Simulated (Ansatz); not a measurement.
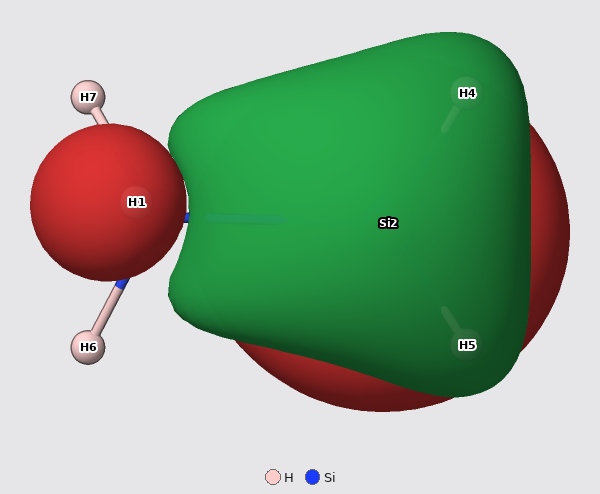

H5Si2 (doublet). The LUMO (β) at ±0.08 Å⁻³ᐟ² (green and red are the two phases), seen across its widest extent.

The product side of a reaction path; geometry: PBE0-D4/def2-TZVP.

Method: UKS PBE0-D4/def2-TZVPP (Ansatz 0.2.0).

Input file:

```
crystal:
  periodic: [false, false, false]
  atoms:
    - {symbol: H, position_ang: [-0.256508, 1.294434, 1.432701]}
    - {symbol: Si, position_ang: [0.697877, -1.088558, -0.487465]}
    - {symbol: Si, position_ang: [-0.621554, 0.731834, 0.102390]}
    - {symbol: H, position_ang: [2.140008, -0.770131, -0.672311]}
    - {symbol: H, position_ang: [0.549089, -2.271926, 0.402936]}
    - {symbol: H, position_ang: [-2.045396, 0.306298, 0.143318]}
    - {symbol: H, position_ang: [-0.463316, 1.797949, -0.921568]}
basis:
  gaussian: {orbitals: def2-TZVPP}
magnetization: {spin_polarized: true, initial_magnetization: 1}
hamiltonian: {xc: pbe0, dispersion: d4}
output: {orbitals: {seedname: orbitals}}
```

Run with:

```sh
ansatz run in.yaml --threads 2 --pin off --events-out ev --progress --plain --max-ram 4352MiB
```

Q: Where does this orbital lie, and at what energy?

A: Its weight (Hirshfeld) is mainly on Si2 (about 75 %) and Si3 (about 15 %). Its energy is −2.68 eV.
